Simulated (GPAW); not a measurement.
Band structure of Ru (P6_3/mmc, 2 atoms in the cell).

```
CELL_PARAMETERS angstrom
      1.35500    -2.34693     0.00000
      1.35500     2.34693     0.00000
      0.00000     0.00000     4.28000
ATOMIC_POSITIONS crystal
  Ru 0.33333 0.66667 0.25000
  Ru 0.66667 0.33333 0.75000
```

Computed with PBE, GPAW PAW datasets PBE (gpaw-data 1.0.1) (plane waves; GPAW).

Settings: mode = pw; ecut = 550 eV; xc = PBE; kpts = 9 9 5; mesh shift (steps) = 0 0 0; occupations.name = fermi-dirac; occupations.width = 0.136 eV; nbands = -10; convergence.forces = 0.001 eV/Å; symmetry.symmorphic = false; symmetry.tolerance = 0.0005; maxiter = 120; bandpath_npoints = 40.

The starting cell has typed, rounded lattice constants, without a prior relaxation at this level. Spin polarisation is off.

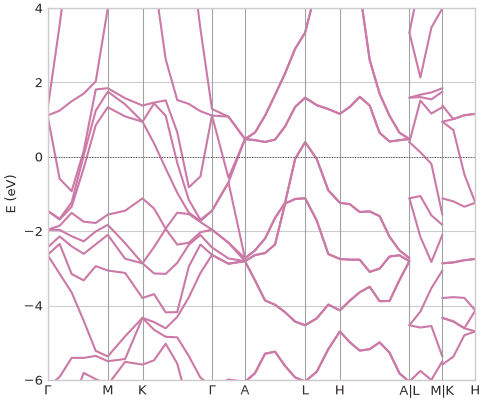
Figure. Bands along the path, energies from the Fermi level.

Levels in eV from the Fermi level, bands 13 to 20:
```csv
point,13,14,15,16,17,18,19,20
Γ,-2.44,-1.96,-1.96,-1.45,-1.45,1.11,1.11,1.28
M,-2.10,-1.83,-1.56,1.33,1.75,1.84,3.99,6.06
K,-2.86,-2.86,-1.12,0.94,0.94,1.38,6.95,7.19
A,-2.81,-2.81,-2.73,-2.73,0.48,0.48,0.48,0.48
L,-1.12,-1.12,0.39,0.39,1.59,1.59,3.34,3.34
H,-2.75,-2.75,-1.24,-1.24,1.15,1.15,8.38,8.38
```

Bands cross the Fermi level along this path, so the cell is metallic at this level.
